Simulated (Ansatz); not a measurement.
A series of calculations on HN₂F

### Relaxation

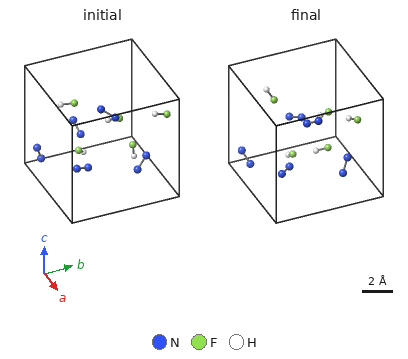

The structure of an amorphous cell of composition HN2F before (left) and after (right) a relaxation, at one scale.

Style: ball-and-stick. Shown: the cell of the calculation, from a free direction.

The cell holds 5 N2 + 5 HF. The run prepares the start of a later molecular dynamics calculation, from a guessed geometry.

Theory: DFT PBE-D3(BJ), scalar-relativistic, plane waves, PAW in Ansatz 0.2.0.

Input
```yaml
accuracy: low
crystal:
  lattice:
    - [7.968627, 0.0, 0.0]
    - [0.0, 7.968627, 0.0]
    - [0.0, 0.0, 7.968627]
  atoms:
    - { symbol: "N", position: [0.7341994, 0.8083591, 0.3111797] }
    - { symbol: "N", position: [0.7546266, 0.7187621, 0.2031827] }
    - { symbol: "N", position: [0.2992078, 0.3906186, 0.3743668] }
    - { symbol: "N", position: [0.1802957, 0.3737251, 0.449751] }
    - { symbol: "N", position: [0.5877874, 0.3319648, 0.2261237] }
    - { symbol: "N", position: [0.6336128, 0.2075183, 0.2763368] }
    - { symbol: "N", position: [0.7251293, 0.3918261, 0.8929163] }
    - { symbol: "N", position: [0.825907, 0.4799085, 0.8460804] }
    - { symbol: "N", position: [0.1368555, 0.0562895, 0.2268957] }
    - { symbol: "N", position: [0.1186213, 0.1024932, 0.0940763] }
    - { symbol: F, position: [0.3801438, 0.2959919, 0.7697438] }
    - { symbol: H, position: [0.3470224, 0.1837, 0.7644148] }
    - { symbol: F, position: [0.8783743, 0.9381431, 0.7880225] }
    - { symbol: H, position: [0.8784385, 0.8260316, 0.8221677] }
    - { symbol: F, position: [0.4897933, 0.6678257, 0.5800999] }
    - { symbol: H, position: [0.4102044, 0.5955258, 0.5334822] }
    - { symbol: F, position: [0.4470989, 0.8103834, 0.2432773] }
    - { symbol: H, position: [0.4506832, 0.8194999, 0.1264914] }
    - { symbol: F, position: [0.1309746, 0.4451457, 0.0904435] }
    - { symbol: H, position: [0.0736781, 0.5169507, 0.0176695] }
basis:
  ecutwfc: 420.0
kpoints:
  mp_grid: { grid: [1, 1, 1] }
hamiltonian:
  xc: pbe
  dispersion: d3bj
scf:
  occupations: { method: fermi_dirac, width: 0.02 }
  lower_state_search: "off"
relax:
  f_tol: 0.3
  max_steps: 15
  adjacent_minimum: "off"
```

Launched with:
```bash
ansatz run input.yaml --threads 1 --pin off --max-ram 3072MiB --backend cpu --events-out ev --progress --plain --runs-dir out
```

Q: Summarise the run.

A: Over 14 geometry steps the energy falls by 89.7 meV per atom. The largest force component goes from 3.3 to 0.17 eV/Å. H18 moves most: 1.67 Å roughly along [−1 −1 0]. Largest moves by element: H 1.67 Å, N 1.63 Å, F 1.05 Å. The cell stays as it was. Some distances before and after: N1–N2 1.130 → 1.103 Å, F13–H14 0.934 → 0.947 Å, F11–H12 0.934 → 0.942 Å. The run took 21 s on 1 thread of Intel(R) Xeon(R) 6975P-C (Granite Rapids) (shared host), peak memory 0.48 GiB.

Limits of the set-up: the program's low-accuracy preset was used; the periodic images lie only 8.0 Å apart, so the values are limited by the cell's size.

### Dynamics

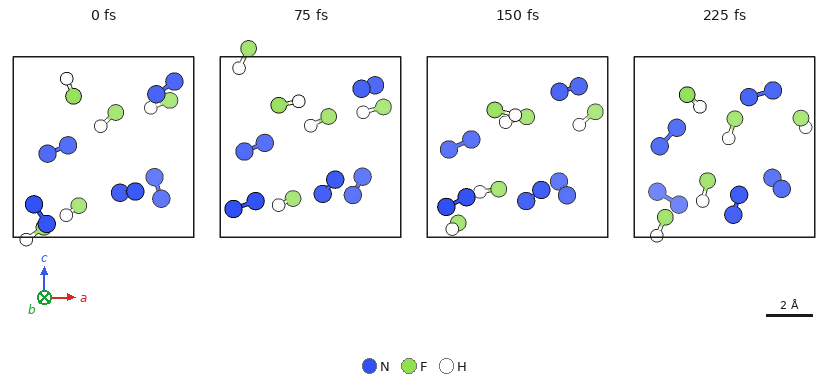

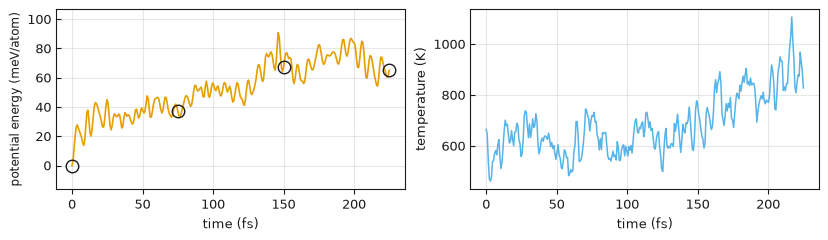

Molecular dynamics of a periodic cell with 5 N2 + 5 HF at 0.788 g/cm³, 225 fs long. Frames and the history of the run. A ball-and-stick model of the simulation cell, seen along the b axis. Atoms that leave the cell re-enter on the other side.

Theory: DFT PBE-D3(BJ), scalar-relativistic, plane waves, PAW in Ansatz 0.2.0. Set-up: plane-wave cutoff 420 eV; k-point mesh 1 × 1 × 1; Fermi-Dirac smearing 0.02 eV; low-accuracy preset; Langevin thermostat (NVT); set temperature 700 K; time step 0.75 fs; friction 0.02 per fs.

**Describe the run.**

Root-mean-square distances from the starting positions over the second half, with the common drift of all atoms taken out: H 1.14 Å, N 0.91 Å, F 0.80 Å. The molecules turn and drift from their places. The mean temperature in the second half is 754 K (standard deviation 113 K). The potential energy in the second half lies on average 67.8 meV per atom above the first frame.

Limits of the set-up: the program's low-accuracy preset was used; the periodic images lie only 8.0 Å apart, so the values are limited by the cell's size.

### Dynamics

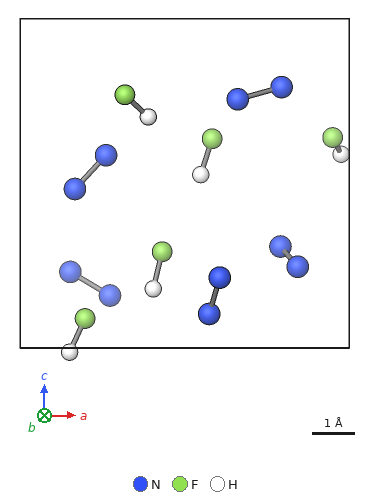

Starting frame of a dynamics run of a periodic cell with 5 N2 + 5 HF at 0.788 g/cm³. It starts from the last geometry of an earlier run, with fresh velocities. A ball-and-stick model of the simulation cell, seen along the b axis.

Level of theory: DFT PBE-D3(BJ), scalar-relativistic, plane waves, PAW in Ansatz.

The input:
```yaml
accuracy: low
crystal:
  lattice:
    - [7.968627, 0.0, 0.0]
    - [0.0, 7.968627, 0.0]
    - [0.0, 0.0, 7.968627]
  atoms:
    - { symbol: "N", position: [0.78670742, 0.69556418, 0.30415616] }
    - { symbol: "N", position: [0.83921829, 0.585108, 0.24271309] }
    - { symbol: "N", position: [0.25688993, 0.58158194, 0.58151337] }
    - { symbol: "N", position: [0.1622777, 0.56947978, 0.47898327] }
    - { symbol: "N", position: [0.57024107, 0.34530545, 0.09927083] }
    - { symbol: "N", position: [0.60237857, 0.26517517, 0.20970157] }
    - { symbol: "N", position: [0.65705214, 0.4147565, 0.75153208] }
    - { symbol: "N", position: [0.79025639, 0.45671021, 0.78846449] }
    - { symbol: "N", position: [0.14854975, -0.01188722, 0.22697749] }
    - { symbol: "N", position: [0.2688157, -0.02917289, 0.1553384] }
    - { symbol: F, position: [0.31407974, 0.26174169, 0.76517709] }
    - { symbol: H, position: [0.38517875, 0.31232648, 0.69804152] }
    - { symbol: F, position: [0.94527914, 0.79949044, 0.63536953] }
    - { symbol: H, position: [0.97105, 0.9040187, 0.5845394] }
    - { symbol: F, position: [0.57918019, 0.70579869, 0.63154752] }
    - { symbol: H, position: [0.54451973, 0.72285761, 0.52260238] }
    - { symbol: F, position: [0.42730554, 0.64301057, 0.28837509] }
    - { symbol: H, position: [0.40019589, 0.60994122, 0.17556942] }
    - { symbol: F, position: [0.19304443, 0.59655831, 0.08543029] }
    - { symbol: H, position: [0.14613786, 0.56662784, -0.01689875] }
basis:
  ecutwfc: 420.0
kpoints:
  mp_grid: { grid: [1, 1, 1] }
hamiltonian:
  xc: pbe
  dispersion: d3bj
scf:
  occupations: { method: fermi_dirac, width: 0.02 }
  lower_state_search: "off"
md:
  timestep: 0.5
  n_steps: 400
  ensemble: nve
  temperature: 700.0
  initial_velocities: maxwell_boltzmann
  seed: 865369
```

Run as
```bash
ansatz run input.yaml --threads 1 --pin off --max-ram 3072MiB --backend cpu --events-out ev --progress --plain --runs-dir out
```

**Predict how the run goes.**

Over the second half the temperature averages 739 K (spread ±60 K). The potential energy is still drifting at the end, so the run hasn't reached equilibrium. The potential energy in the second half lies on average 4.9 meV per atom below the first frame. Root-mean-square distances from the starting positions over the second half, with the common drift of all atoms taken out: H 1.59 Å, F 1.32 Å, N 1.27 Å. The molecules turn and drift from their places. The total energy stays between −0.28 and 0.015 meV per atom of its start. A straight-line fit has a slope that amounts to +0.0023 meV per atom over 200 fs (under 0.1 % of the mean kinetic energy), and the ripple about it is 0.8 % of the kinetic energy's fluctuation. With a drift under 2 % and a ripple under 7 %, the integration is accurate.

Along the run (each row but the first and the last is the mean over the interval that it begins):

```csv
time (fs),potential energy (meV/atom),T (K)
0.0,0.0,700
25.0,4.8,660
50.0,9.0,626
75.0,-4.3,734
100.0,-9.3,774
125.0,-11.3,791
150.0,-4.0,732
175.0,4.6,662
200.0,7.5,638
```

The paths of the atoms:

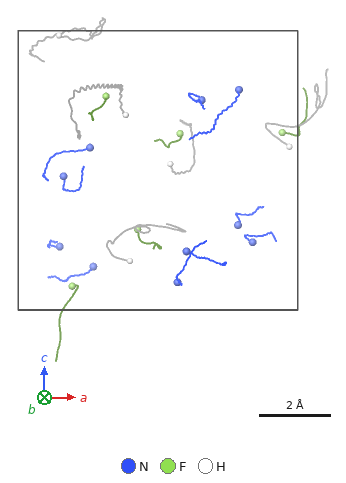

Limits of the set-up: the program's low-accuracy preset was used; the periodic images lie only 8.0 Å apart, so the values are limited by the cell's size.

Cost: 7.1 min on 1 thread of Intel(R) Xeon(R) 6975P-C (Granite Rapids), on a shared host, peak memory 0.52 GiB.
